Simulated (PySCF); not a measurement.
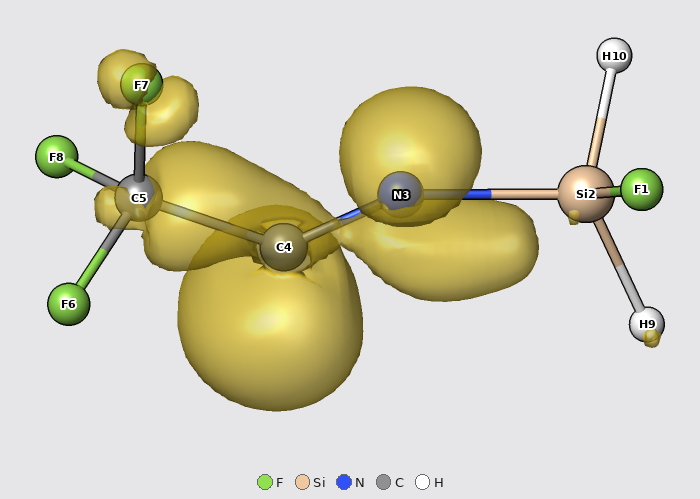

*C2H2F4NSi (SMILES F[SiH2]/N=[C]/C(F)(F)F) (doublet). Isosurface of the spin density at +0.03 e/Å³ (yellow), seen across its widest extent.*

Geometry: GFN2-xTB.

Method: UKS B3LYP, pcH-1 on C F H N Si, non-relativistic, mean-field spin-orbit, GIAO in PySCF.

```xyz
10

F     2.4869    0.8795    1.0381
Si    2.1246   -0.0994   -0.1718
N     0.3989   -0.0156   -0.1818
C    -0.6715   -0.5907   -0.2072
C    -2.0333    0.0266   -0.2615
F    -2.7827   -0.3794    0.7683
F    -2.0428    1.3748   -0.2356
F    -2.6646   -0.3350   -1.3857
H     2.6878   -1.3888    0.1794
H     2.5056    0.5326   -1.4175
```

Which atoms carry the spin?

Answer. The unpaired spin (1 electron) lies mostly on C4 (about 0.5), N3 (about 0.3) and C5 (about 0.1), in electrons by Hirshfeld's partition.
